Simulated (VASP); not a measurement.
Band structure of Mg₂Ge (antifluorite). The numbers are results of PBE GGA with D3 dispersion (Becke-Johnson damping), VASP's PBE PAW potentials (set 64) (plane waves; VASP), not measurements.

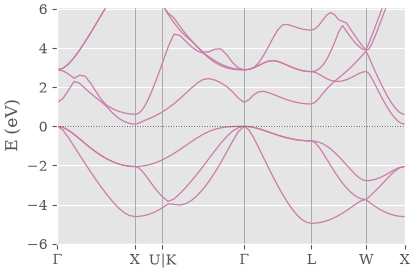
Figure: Bands along high-symmetry lines, zero at the valence-band maximum or, without a gap, the Fermi level

**Question.** Read the plot: is there a gap, and where are the band edges?

**Answer.** The gap is indirect, 0.11 eV, from the valence maximum at Γ to the conduction minimum at X. (Edges off the drawn lines would not show.)

Measured: gap 0.74 eV (computed value off by -0.63 eV), as given by Byungki Ryu et al., Journal of the Korean Physical Society (2019), arXiv:1905.06140.

The compound is Mg2Ge in the antifluorite structure. It was relaxed first.
